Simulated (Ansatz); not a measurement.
# AlGeH₅N₂: an energy map over bond length N3–H7 and angle H7–N3–Ge4, part 2 of 2

A grid of calculations on AlGeH5N2, SMILES [NH2][Al]1[NH][GeH2]1, to see where the energy is lowest and how it rises around there.

Ansatz 0.2.0; RKS CAM-B3LYP-D4/def2-SVP. Earlier steps stand in the parts before.

## Step 7: All points together

121 points were computed. Energies in eV, from the relaxed molecule at the same level:

```
angle H7–N3–Ge4 (°) ↓, bond length N3–H7 (Å) →  0.871  0.926  0.980  1.035  1.090  1.145  1.199  1.254  1.309  1.363  1.418
                                         153.1   0.92   0.48   0.30   0.27   0.37   0.56   0.79   1.06   1.36   1.65   1.96
                                         148.1   0.82   0.39   0.20   0.18   0.28   0.46   0.70   0.97   1.27   1.57   1.88
                                         143.1   0.74   0.31   0.13   0.11   0.21   0.39   0.63   0.91   1.20   1.50   1.81
                                         138.1   0.69   0.26   0.07   0.05   0.16   0.34   0.58   0.86   1.16   1.46   1.77
                                         133.1   0.65   0.22   0.04   0.02   0.12   0.31   0.55   0.83   1.13   1.43   1.75
                                         128.1   0.64   0.21   0.03   0.01   0.12   0.30   0.54   0.83   1.13   1.43   1.74
                                         123.1   0.64   0.22   0.04   0.02   0.13   0.32   0.56   0.84   1.14   1.45   1.76
                                         118.1   0.67   0.25   0.07   0.06   0.17   0.36   0.60   0.88   1.19   1.49   1.81
                                         113.1   0.73   0.30   0.13   0.11   0.22   0.42   0.66   0.94   1.25   1.56   1.87
                                         108.1   0.80   0.38   0.21   0.19   0.31   0.50   0.74   1.03   1.34   1.64   1.96
                                         103.1   0.90   0.48   0.31   0.30   0.41   0.60   0.85   1.14   1.44   1.75   2.07
```

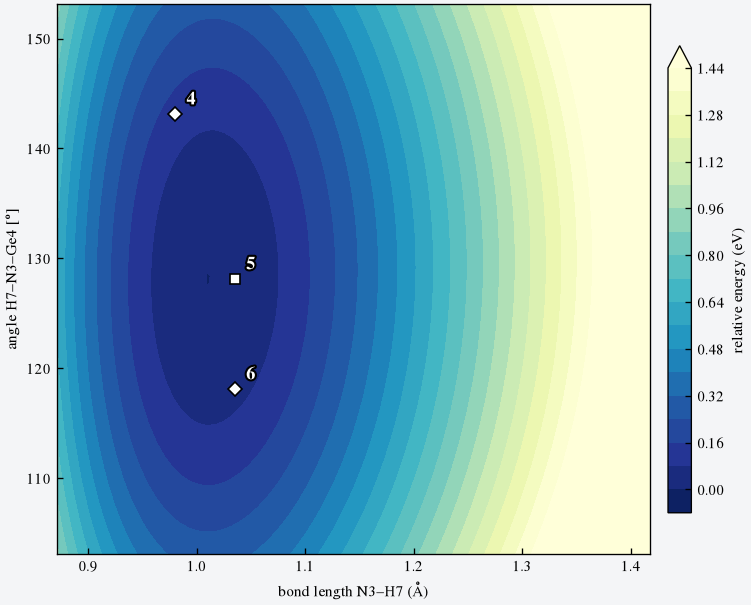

The map; numbers mark the steps of this session that print a point's run. Drawn: filled contours, one colour for all values above the top of the scale.

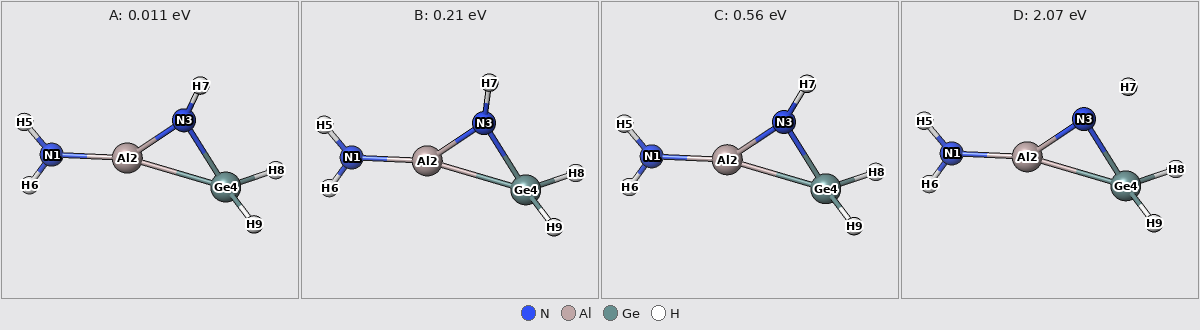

Structures on the grid, at one scale: A at (1.035 Å, 128.1°); B at (1.090 Å, 143.1°); C at (1.199 Å, 123.1°); D at (1.418 Å, 103.1°).

On the same grid, largest force on an atom (eV/Å):

```tsv
angle H7–N3–Ge4 (°) ↓, bond length N3–H7 (Å) →	0.871	0.926	0.980	1.035	1.090	1.145	1.199	1.254	1.309	1.363	1.418
153.1	10.7	5.6	2.2	1.6	3.0	4.1	4.8	5.3	5.5	5.6	5.6
148.1	10.6	5.5	2.0	1.4	2.9	4.0	4.8	5.3	5.5	5.6	5.6
143.1	10.6	5.4	1.9	1.2	2.8	4.0	4.8	5.3	5.5	5.6	5.7
138.1	10.6	5.4	1.8	1.0	2.8	4.0	4.8	5.3	5.5	5.6	5.7
133.1	10.5	5.4	1.8	0.9	2.8	4.0	4.8	5.3	5.6	5.7	5.7
128.1	10.5	5.3	1.7	0.9	2.8	4.0	4.8	5.3	5.6	5.7	5.7
123.1	10.5	5.3	1.7	1.1	2.9	4.1	4.9	5.4	5.6	5.7	5.7
118.1	10.4	5.3	1.7	1.3	3.0	4.2	5.0	5.5	5.7	5.8	5.8
113.1	10.4	5.3	1.8	1.5	3.2	4.4	5.2	5.7	5.9	6.0	6.0
108.1	10.5	5.3	1.9	1.7	3.4	4.6	5.4	5.9	6.1	6.2	6.3
103.1	10.5	5.4	2.0	1.8	3.5	4.8	5.6	6.1	6.3	6.4	6.5
```

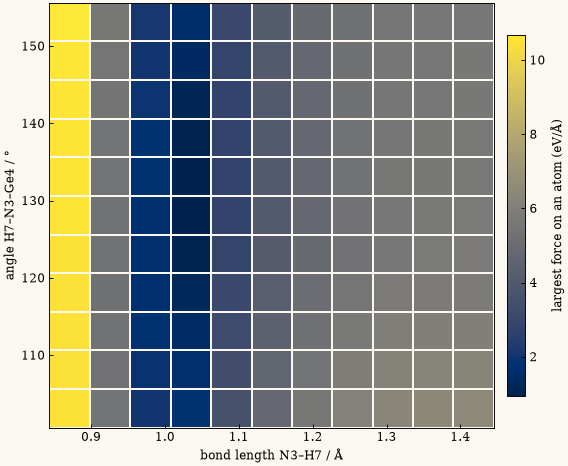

The largest force on an atom over the grid. The picture shows one coloured cell a grid point.

On the same grid, dipole moment (D):

| angle H7–N3–Ge4 (°) ↓, bond length N3–H7 (Å) → | 0.871 | 0.926 | 0.980 | 1.035 | 1.090 | 1.145 | 1.199 | 1.254 | 1.309 | 1.363 | 1.418 |
| --- | --- | --- | --- | --- | --- | --- | --- | --- | --- | --- | --- |
| 153.1 | 3.04 | 3.04 | 3.04 | 3.05 | 3.05 | 3.05 | 3.05 | 3.05 | 3.05 | 3.05 | 3.05 |
| 148.1 | 2.95 | 2.95 | 2.95 | 2.95 | 2.95 | 2.94 | 2.94 | 2.94 | 2.94 | 2.94 | 2.94 |
| 143.1 | 2.87 | 2.87 | 2.86 | 2.86 | 2.85 | 2.84 | 2.84 | 2.83 | 2.83 | 2.83 | 2.83 |
| 138.1 | 2.79 | 2.78 | 2.77 | 2.76 | 2.75 | 2.74 | 2.73 | 2.72 | 2.72 | 2.71 | 2.72 |
| 133.1 | 2.71 | 2.70 | 2.69 | 2.67 | 2.66 | 2.64 | 2.63 | 2.62 | 2.61 | 2.61 | 2.61 |
| 128.1 | 2.64 | 2.62 | 2.60 | 2.58 | 2.57 | 2.55 | 2.53 | 2.52 | 2.50 | 2.50 | 2.50 |
| 123.1 | 2.57 | 2.55 | 2.52 | 2.50 | 2.48 | 2.46 | 2.44 | 2.42 | 2.40 | 2.39 | 2.39 |
| 118.1 | 2.51 | 2.48 | 2.45 | 2.42 | 2.40 | 2.37 | 2.34 | 2.32 | 2.30 | 2.29 | 2.29 |
| 113.1 | 2.45 | 2.42 | 2.38 | 2.35 | 2.32 | 2.29 | 2.26 | 2.23 | 2.21 | 2.19 | 2.18 |
| 108.1 | 2.40 | 2.36 | 2.32 | 2.29 | 2.25 | 2.21 | 2.18 | 2.15 | 2.12 | 2.10 | 2.09 |
| 103.1 | 2.35 | 2.31 | 2.27 | 2.23 | 2.19 | 2.15 | 2.11 | 2.07 | 2.04 | 2.02 | 2.00 |

## Step 8: Results

This closing draws on all 2 parts.

| quantity | value |
| --- | --- |
| lowest point | (1.035 Å, 128.1°), 0.011 eV |
| highest computed point | (1.418 Å, 103.1°), 2.06 eV above the lowest |
| largest force on an atom (eV/Å) | 0.9 at (1.035 Å, 128.1°) to 10.7 at (0.871 Å, 153.1°); 0.9 at the lowest point |
| dipole moment (D) | 2.00 at (1.418 Å, 103.1°) to 3.05 at (1.418 Å, 153.1°); 2.58 at the lowest point |
| time for the whole task | 11 min on 1 thread, shared host |

What this shows: The lowest computed point is at (1.035 Å, 128.1°), 0.011 eV from the relaxed molecule at the same level. The grid is coarse, so the lowest point of the scanned range may lie between grid points; coordinates that were held can hide deeper minima. No other kind of well shows on this grid. The highest computed point, (1.418 Å, 103.1°), lies 2.06 eV above the lowest. Round the minimum the two coordinates are nearly uncoupled.
